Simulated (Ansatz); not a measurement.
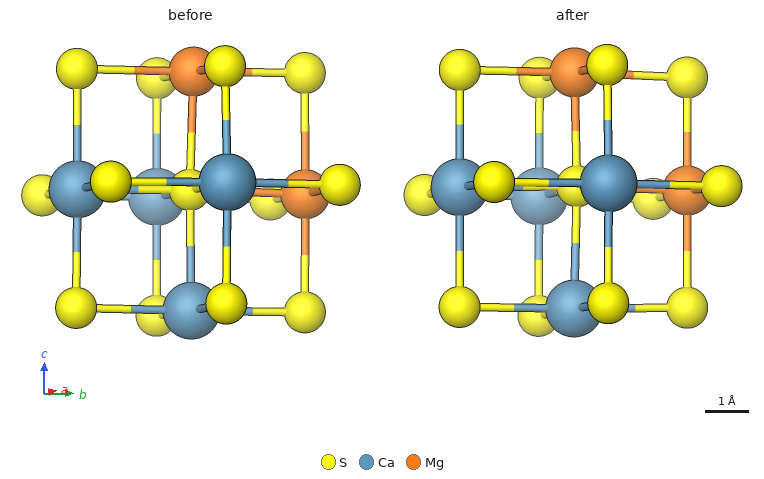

The structure of crystalline S$_{32}$Ca$_{28}$Mg$_{4}$ (a generated structure) before (left) and after (right) a relaxation, at one scale.

A ball-and-stick model of the atoms within 4.2 Å of the atom that moves most (axes of the cell of the calculation), seen from a free direction.

Theory: DFT, PBEsol, PAW, plane waves (Ansatz 0.2.0). Set-up: plane-wave cutoff 420 eV; k-point mesh 1 × 1 × 1; mesh shifted by (0.25, 0.25, 0.25); no spin polarisation; cell relaxed at fixed shape; force threshold 0.03 eV/Å; at most 80 steps.

Q: What changed between the two?

A: After 4 geometry steps the energy has fallen by 11.4 meV per atom. Largest force component: 0.66 eV/Å at the start, 0.0094 eV/Å at the end. The pressure goes from 0.33 to −0.03 GPa. The largest moves relative to the cell, 0.14 Å, are those of S atoms. Largest moves by element: S 0.14 Å, Mg 0.08 Å, Ca 0.07 Å. Cell: a = b = c 11.158 → 11.170 Å (+0.1 %). Volume +0.3 %. Some distances before and after: Mg–S 2.848 → 2.653 Å, Ca–S 2.764 → 2.882 Å, Mg–S 2.819 → 2.707 Å, Mg–S 2.777 → 2.671 Å. Bond angles that change, for instance: Ca–S–Mg 88.1° → 91.5°, Ca–S–Mg 88.7° → 91.8°, Ca–S–Ca 178.2° → 175.2°. The space group stays P1 (No. 1). The run took 8 s on 1 × NVIDIA H100 80GB HBM3 with 2 threads of AMD EPYC 7R13 Processor, peak memory 1.5 GiB.
